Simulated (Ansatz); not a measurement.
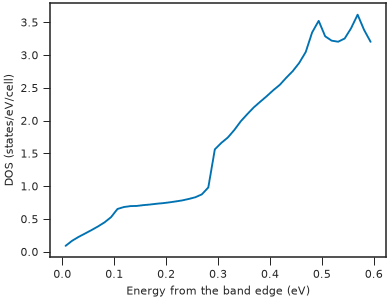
*Density of states of RbLuS2 (R-3m) below the valence band maximum, Ansatz (a program for electronic structure) with PBEsol, rigid bands; cell volume 101.0 Å³.*

### Question
What effective density of states at 300 K does this give (∫ g(E) exp(−E/k_BT) dE, both spins, divided by the cell's size)?

### Answer
4.8e19 cm⁻³, a density-of-states mass of 1.55 mₑ, valleys and band degeneracy included.

Spin-orbit coupling is left out; where it splits the top of the valence band, N_v and the p-type Seebeck coefficient come out somewhat high without it. Geometry: cell and atoms relaxed with PBEsol.

Formula and space group known from diffraction (Crystallography Open Database), not checked to be the room-temperature form: RbLuS2 (R-3m).
